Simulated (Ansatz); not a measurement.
**GeH2: density, localisation and related maps**

```tsv
atom	x (Å)	y (Å)	z (Å)
Ge	0.0050	-0.0087	-0.7487
H	1.1245	-0.0185	0.3821
H	-1.1295	0.0272	0.3666
```

Geometry: r2SCAN-D4/def2-TZVP.

Method: RKS PBE0-D4/def2-TZVP (Ansatz 0.2.0).

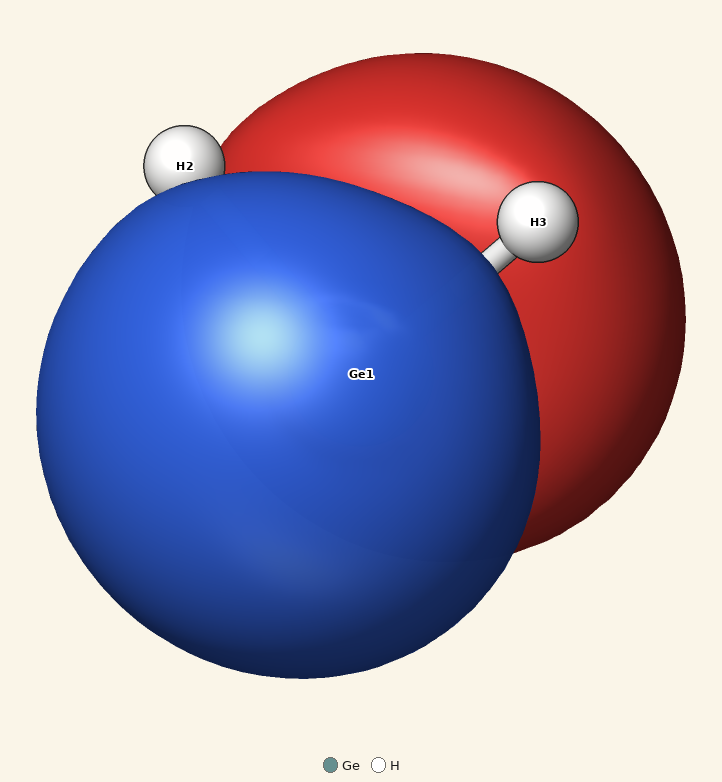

Figure 1. One frontier orbital at ±0.1 Å⁻³ᐟ² (red and blue are the two phases), seen at a tilt.

> Which orbital is it: HOMO or LUMO?

The LUMO, at −3.03 eV. By Hirshfeld shares it lies mainly on Ge1 (about 90 %); it changes sign across the molecular plane (π type).

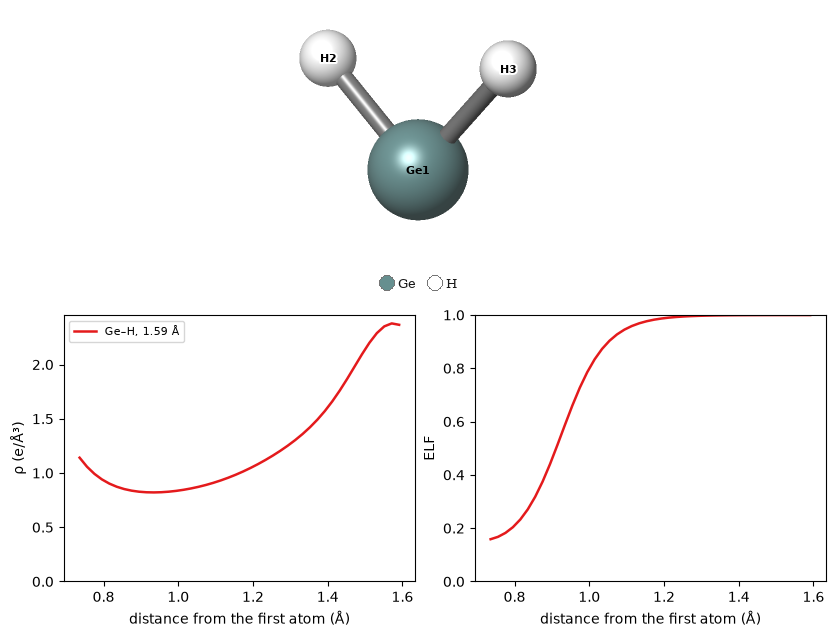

Figure 2. Electron density and ELF along straight lines between neighbouring atoms. The curves leave out the atomic cores. The structure is drawn too.

> What can be read from the curves?

Ge–H (1.59 Å): ρ at the midpoint is about 0.94 e/Å³; the ELF climbs to about 1 towards the hydrogen.

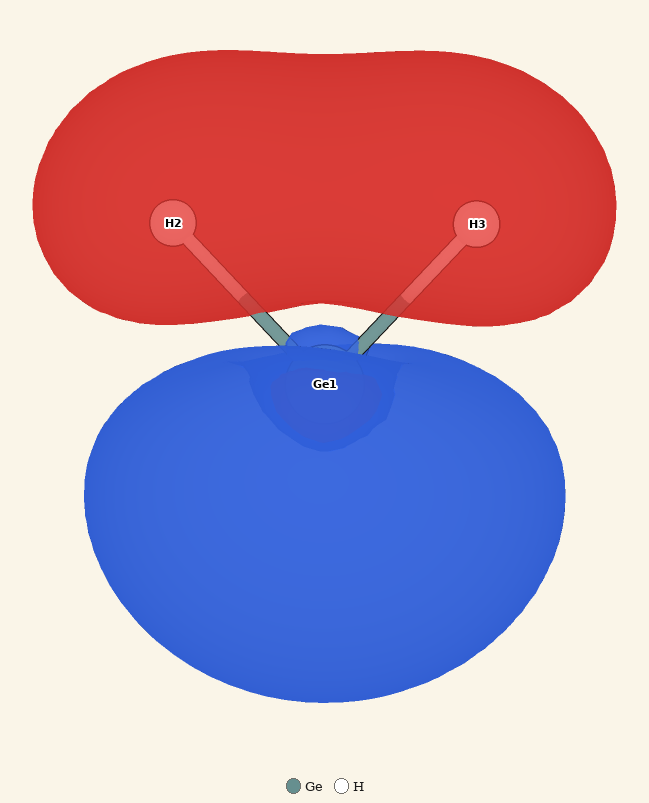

Figure 3. The HOMO at ±0.08 Å⁻³ᐟ² (blue and red are the two phases), seen at a tilt.

> Where does this orbital lie, and at what energy?

By Hirshfeld shares it lies mainly on Ge1 (about 75 %), H2 (about 10 %) and H3 (about 10 %); it is symmetric in the molecular plane (an in-plane orbital: σ, lone-pair or in-plane π type). Its energy is −6.91 eV.
